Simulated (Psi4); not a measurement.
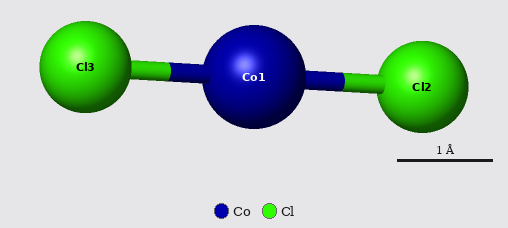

*The structure (ball-and-stick view, seen at a tilt; atoms are numbered from 1 in the order of the input). Sticks mark near contacts.*

# Run report: CoCl2, single-point calculation

System: CoCl2, multiplicity 4.
Method: HF/def2-TZVP, UHF (Psi4 1.11).

The geometry comes from this level: GFN2-xTB.

**Output**
```
Psi4 1.11 release

   => Loading Basis Set <=

    Name: DEF2-TZVP
    Role: ORBITAL
    Keyword: BASIS

         ---------------------------------------------------------
                                   SCF
                              UHF Reference
                        1 Threads,   1525 MiB Core
         ---------------------------------------------------------

  ==> Geometry <==

    Molecular point group: c1
    Full point group: Cs

    Geometry (in Angstrom), charge = 0, multiplicity = 4:

       Center              X                  Y                   Z               Mass
    ------------   -----------------  -----------------  -----------------  -----------------
         CO          -0.000162897007     0.000189945424    -0.000000000000    58.933194290000
         CL           0.022410896996     1.947149100780     0.000000000000    34.968852682000
         CL          -0.022136365800    -1.947469216819    -0.000000000000    34.968852682000

  Running in c1 symmetry.

  Rotational constants: A = 5697908.68622  B =      0.06356  C =      0.06356 [cm^-1]
  Rotational constants: A = 170819005050.22827  B =   1905.36940  C =   1905.36937 [MHz]
  Nuclear repulsion =  288.713282537867372

  Charge       = 0
  Multiplicity = 4
  Electrons    = 61
  Nalpha       = 32
  Nbeta        = 29

  ==> Algorithm <==

  SCF Algorithm Type is PK.
  DIIS enabled.
  MOM disabled.
  Fractional occupation disabled.
  Guess Type is SAD.
  Energy threshold   = 1.00e-03
  Density threshold  = 1.00e-03
  Integral threshold = 1.00e-12

  ==> Primary Basis <==

  Basis Set: DEF2-TZVP
    Blend: DEF2-TZVP
    Number of shells: 41
    Number of basis functions: 119
    Number of Cartesian functions: 136
    Spherical Harmonics?: true
    Max angular momentum: 3

  ==> Integral Setup <==

  Using in-core PK algorithm.
   Calculation information:
      Number of atoms:                   3
      Number of AO shells:              41
      Number of primitives:             90
      Number of atomic orbitals:       136
      Number of basis functions:       119

      Integral cutoff                 1.00e-12
      Number of threads:                 1

  Performing in-core PK
  Using 50986740 doubles for integral storage.
  We computed 291712 shell quartets total.
  Whereas there are 371091 unique shell quartets.

  ==> DiskJK: Disk-Based J/K Matrices <==

    J tasked:                  Yes
    K tasked:                  Yes
    wK tasked:                  No
    Memory [MiB]:             1144
    Schwarz Cutoff:          1E-12

  Minimum eigenvalue in the overlap matrix is 3.0394234269E-03.
  Reciprocal condition number of the overlap matrix is 7.5620331227E-04.
    Using symmetric orthogonalization.

  ==> Pre-Iterations <==

  SCF Guess: Superposition of Atomic Densities via on-the-fly atomic UHF (no occupation information).

   -------------------------
    Irrep   Nso     Nmo
   -------------------------
     A        119     119
   -------------------------
    Total     119     119
   -------------------------

  ==> Iterations <==

                        Total Energy        Delta E     RMS |[F,P]|

   @UHF iter SAD: -2298.69115410461791   -2.29869e+03   0.00000e+00
   @UHF iter   1: -2295.32596252231269    3.36519e+00   3.71752e-02 ADIIS/DIIS
   @UHF iter   2: -2272.95412147928801    2.23718e+01   6.21599e-02 ADIIS/DIIS
   @UHF iter   3: -2300.04936576273849   -2.70952e+01   9.82276e-03 ADIIS/DIIS
   @UHF iter   4: -2300.27500997041125   -2.25644e-01   5.95721e-03 ADIIS/DIIS
   @UHF iter   5: -2300.42012266471556   -1.45113e-01   2.88245e-03 ADIIS/DIIS
   @UHF iter   6: -2300.47935395746572   -5.92313e-02   6.00113e-04 ADIIS/DIIS
   @UHF iter   7: -2300.48272579549894   -3.37184e-03   2.13171e-04 ADIIS/DIIS
   @UHF iter   8: -2300.48391529037326   -1.18949e-03   1.19393e-04 ADIIS/DIIS
   @UHF iter   9: -2300.48402394780305   -1.08657e-04   4.78572e-05 DIIS
  Energy and wave function converged.

  ==> Post-Iterations <==

   @Spin Contamination Metric:   1.840105962E-02
   @S^2 Expected:                3.750000000E+00
   @S^2 Observed:                3.768401060E+00
   @S   Expected:                1.500000000E+00
   @S   Observed:                1.500000000E+00

    Orbital Energies [Eh]
    ---------------------

    Alpha Occupied:

       1A   -283.089654     2A   -104.809973     3A   -104.809960
       4A    -34.947223     5A    -30.244798     6A    -30.179218
       7A    -30.172412     8A    -10.543925     9A    -10.543896
      10A     -8.010216    11A     -8.010190    12A     -8.010177
      13A     -8.010151    14A     -8.009837    15A     -8.009809
      16A     -4.695626    17A     -3.317065    18A     -3.161458
      19A     -3.146830    20A     -1.110335    21A     -1.080162
      22A     -0.809196    23A     -0.803449    24A     -0.798448
      25A     -0.677925    26A     -0.677916    27A     -0.513185
      28A     -0.504513    29A     -0.484616    30A     -0.483982
      31A     -0.455324    32A     -0.454656

    Alpha Virtual:

      33A      0.072398    34A      0.183997    35A      0.187960
      36A      0.252454    37A      0.252576    38A      0.260891
      39A      0.346134    40A      0.358250    41A      0.369811
      42A      0.371131    43A      0.496330    44A      0.496709
      45A      0.502979    46A      0.503416    47A      0.559219
      48A      0.620478    49A      0.626118    50A      0.626118
      51A      0.650430    52A      0.680760    53A      0.680760
      54A      0.758015    55A      0.759109    56A      0.819955
      57A      0.842502    58A      0.843348    59A      1.104816
      60A      1.104933    61A      1.255705    62A      1.288829
      63A      1.291899    64A      1.298068    65A      1.777123
      66A      1.901663    67A      2.005805    68A      2.013107
      69A      2.085515    70A      2.085516    71A      2.128708
      72A      2.128708    73A      2.172981    74A      2.173484
      75A      2.231783    76A      2.248575    77A      2.273769
      78A      2.274090    79A      2.382930    80A      2.382931
      81A      2.405087    82A      2.405894    83A      2.405894
      84A      2.405986    85A      2.405986    86A      2.425242
      87A      2.425242    88A      2.474364    89A      2.477310
      90A      2.553468    91A      2.553947    92A      2.592225
      93A      2.592468    94A      2.598665    95A      2.796322
      96A      2.797469    97A      3.442598    98A      3.492985
      99A      3.762441   100A      4.196909   101A      4.197131
     102A      4.223989   103A      4.229166   104A      4.594581
     105A      5.103450   106A      5.103774   107A      5.149820
     108A      5.156585   109A      5.175988   110A      5.176197
     111A      5.391135   112A     11.467890   113A     11.468023
     114A     11.523311   115A     11.523447   116A     11.686563
     117A     12.110471   118A     25.712824   119A     25.760781

    Beta Occupied:

       1A   -283.086632     2A   -104.809222     3A   -104.809208
       4A    -34.844539     5A    -30.098801     6A    -30.098745
       7A    -30.098172     8A    -10.543254     9A    -10.543226
      10A     -8.010835    11A     -8.010808    12A     -8.007885
      13A     -8.007871    14A     -8.007862    15A     -8.007848
      16A     -4.419324    17A     -2.917354    18A     -2.908931
      19A     -2.814105    20A     -1.094842    21A     -1.073594
      22A     -0.570564    23A     -0.545823    24A     -0.541791
      25A     -0.500860    26A     -0.480273    27A     -0.479838
      28A     -0.470923    29A     -0.470748

    Beta Virtual:

      30A      0.020718    31A      0.168299    32A      0.174887
      33A      0.188660    34A      0.211251    35A      0.211603
      36A      0.258965    37A      0.259328    38A      0.304802
      39A      0.365712    40A      0.373042    41A      0.412892
      42A      0.415005    43A      0.495972    44A      0.496330
      45A      0.529083    46A      0.530411    47A      0.559795
      48A      0.632222    49A      0.632224    50A      0.656606
      51A      0.667678    52A      0.687111    53A      0.687113
      54A      0.764765    55A      0.765122    56A      0.851507
      57A      0.875738    58A      0.876836    59A      1.136613
      60A      1.137419    61A      1.276377    62A      1.305597
      63A      1.384416    64A      1.388249    65A      1.846522
      66A      1.962646    67A      2.059697    68A      2.062438
      69A      2.088998    70A      2.088998    71A      2.131627
      72A      2.131627    73A      2.173353    74A      2.173662
      75A      2.231915    76A      2.248879    77A      2.272300
      78A      2.272602    79A      2.384494    80A      2.384495
      81A      2.410327    82A      2.410327    83A      2.410414
      84A      2.410414    85A      2.421761    86A      2.427360
      87A      2.427383    88A      2.495091    89A      2.495868
      90A      2.559615    91A      2.559876    92A      2.597320
      93A      2.597442    94A      2.599174    95A      2.802784
      96A      2.803651    97A      3.518783    98A      3.540028
      99A      3.781205   100A      4.258214   101A      4.259071
     102A      4.406683   103A      4.413153   104A      4.757205
     105A      5.241913   106A      5.241936   107A      5.307247
     108A      5.307776   109A      5.387472   110A      5.388931
     111A      5.610042   112A     11.470145   113A     11.470219
     114A     11.525568   115A     11.525646   116A     11.686618
     117A     12.110043   118A     25.713952   119A     25.761820

    Final Occupation by Irrep:
              A
    DOCC [    29 ]
    SOCC [     3 ]
    NA   [    32 ]
    NB   [    29 ]

  @UHF Final Energy: -2300.48402394780305

   => Energetics <=

    Nuclear Repulsion Energy =            288.7132825378673715
    One-Electron Energy =               -3761.4911270925358622
    Two-Electron Energy =                1172.2938206068652107
    Total Energy =                      -2300.4840239478030526

  UHF NO Occupations:
  HONO-2 :   30  A 1.0000000
  HONO-1 :   31  A 1.0000000
  HONO-0 :   32  A 1.0000000
  LUNO+0 :   33  A 0.0034471
  LUNO+1 :   34  A 0.0012148
  LUNO+2 :   35  A 0.0011868
  LUNO+3 :   36  A 0.0011664

Computation Completed

Properties will be evaluated at   0.000000,   0.000000,   0.000000 [a0]

Properties computed using the SCF density matrix

 Multipole Moments:

 ------------------------------------------------------------------------------------
     Multipole            Electronic (a.u.)      Nuclear  (a.u.)        Total (a.u.)
 ------------------------------------------------------------------------------------

 L = 1.  Multiply by 2.5417464519 to convert [e a0] to [Debye]
 Dipole X            :         -0.0009599            0.0005080           -0.0004519
 Dipole Y            :          0.0019349           -0.0005923            0.0013426
 Dipole Z            :          0.0000005            0.0000000            0.0000005
 Magnitude           :                                                    0.0014166

 ------------------------------------------------------------------------------------

	total time  =          4 seconds =       0.07 minutes

  Variable Map:
  ----------------------------------------------------------------------------
  "CURRENT ENERGY"           =>   -2300.484023947803
  "CURRENT REFERENCE ENERGY" =>   -2300.484023947803
  "DD SOLVATION ENERGY"      =>       0.000000000000
  "HF KINETIC ENERGY"        =>    2301.313703900864
  "HF POTENTIAL ENERGY"      =>   -4601.797727848667
  "HF TOTAL ENERGY"          =>   -2300.484023947803
  "HF VIRIAL RATIO"          =>       1.999639475508
  "NUCLEAR REPULSION ENERGY" =>     288.713282537867
  "ONE-ELECTRON ENERGY"      =>   -3761.491127092536
  "PCM POLARIZATION ENERGY"  =>       0.000000000000
  "PE ENERGY"                =>       0.000000000000
  "SCF ITERATION ENERGY"     =>   -2300.484023947803
  "SCF ITERATIONS"           =>       9.000000000000
  "SCF TOTAL ENERGY"         =>   -2300.484023947803
  "TWO-ELECTRON ENERGY"      =>    1172.293820606865

  Array Variable Map:
  ----------------------------------------------------------------------------
  "CURRENT DIPOLE"           =>      -0.000451917011 ... 0.000000544286 1 by 3
  "SCF DIPOLE"               =>      -0.000451917011 ... 0.000000544286 1 by 3
  "SCF TOTAL ENERGIES"       =>   -2298.691154104618 ... -2300.484023947803 1 by 10

    Psi4 run time: 0:00:04.97
```

This output came from the following input.

**Input (calc.inp)**
```
memory 1.6 GB

molecule system {
  0 4
  Co     0.000170     0.000100     0.000230
  Cl    -0.014970    -0.018740     1.947170
  Cl     0.014790     0.018640    -1.947410
  units angstrom
  symmetry c1
}

set globals {
  reference     uhf
  puream        true
  scf_type      pk
  d_convergence 0.001
  e_convergence 0.001
  maxiter       150
}

e_tot, wfn = energy("hf/def2-TZVP", return_wfn=True)
print_variables()
```

Run as:
```bash
psi4 -n 1 calc.inp calc.out
```

**Results in brief**

- outcome: converged
- total energy: −2300.484024 hartree
- basis functions: 119
- ⟨S²⟩: 3.768
- dipole moment: 0.00 D
- hardware: 1 thread of Intel Xeon (Sapphire Rapids), 64 GiB of memory available, shared host
- wall time: 6.3 s
- peak memory: 0.61 GiB

**Notes**

Settings chosen away from the usual ones: scf_conv set to 0.001 (from 0.01). These settings are looser than, or depart from, a standard set-up, so the numbers are not reference values for this system.
